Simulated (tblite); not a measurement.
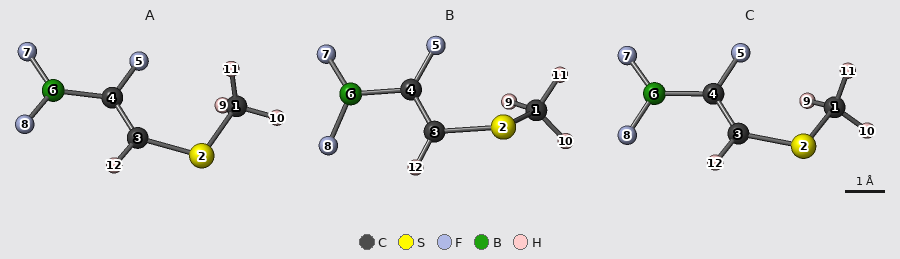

3 geometries from one relaxation of C₃H₄BF₃S, in shuffled order. Style: ball-and-stick. Shown at a tilt.

The calculation used tblite, GFN2-xTB geometry optimisation, gas phase. 

Order the frames from highest to lowest energy.

B, C, A. They are steps 0, 31, 91, at +1.587 eV, +0.092 eV relative to the last. Over 91 geometry steps the energy falls by 1.587 eV. The largest move after the best rigid fit is that of F8, 0.98 Å. Largest moves by element: F 0.98 Å, S 0.89 Å, H 0.87 Å, C 0.43 Å, B 0.12 Å. Some distances before and after: B6–F7 1.470 → 1.316 Å, S2–C3 1.799 → 1.718 Å, C1–H10 1.131 → 1.085 Å, C4–B6 1.575 → 1.540 Å. Bond angles that change, for instance: S2–C3–C4 116.4° → 133.1°, C4–C3–H12 125.3° → 116.2°, C4–B6–F7 116.5° → 124.3°. Groups turn about C1–S2 by about 65°, S2–C3 by about 60°.
